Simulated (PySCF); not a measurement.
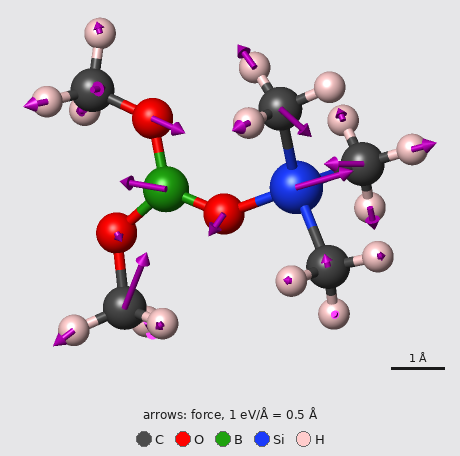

Starting geometry of C5H15BO3Si with the computed forces as purple arrows. A ball-and-stick model, seen from a free direction.

The start comes from GFN2-xTB. Its atoms were then displaced at random by about 0.01 Å.

Computed with PBE0-D3(BJ)/def2-SVP geometry optimisation, gas phase (PySCF 2.14.0, density-fitted response routines). 

### Is this structure relaxed? If not, where do the atoms go?

It isn't relaxed: the largest force vector, on a C atom, is 2.79 eV/Å. The final displacements have little in common with the starting forces (cosine between the two patterns 0.05). After 11 geometry steps the energy has fallen by 0.389 eV. The largest move after the best rigid fit is that of an H atom, 0.72 Å. Largest moves by element: H 0.72 Å, C 0.56 Å, O 0.40 Å, B 0.13 Å, Si 0.08 Å. Near-neighbour distances that change, for instance: O–Si 1.622 → 1.693 Å, C–Si 1.920 → 1.871 Å, C–H 1.060 → 1.103 Å, C–Si 1.901 → 1.870 Å. Bond angles that change, for instance: B–O–Si 141.1° → 128.3°, H–C–H 113.0° → 108.0°, H–C–H 104.6° → 108.0°. The run took 16 min on 1 thread of Intel(R) Xeon(R) Processor @ 2.50GHz, with other jobs on the host.
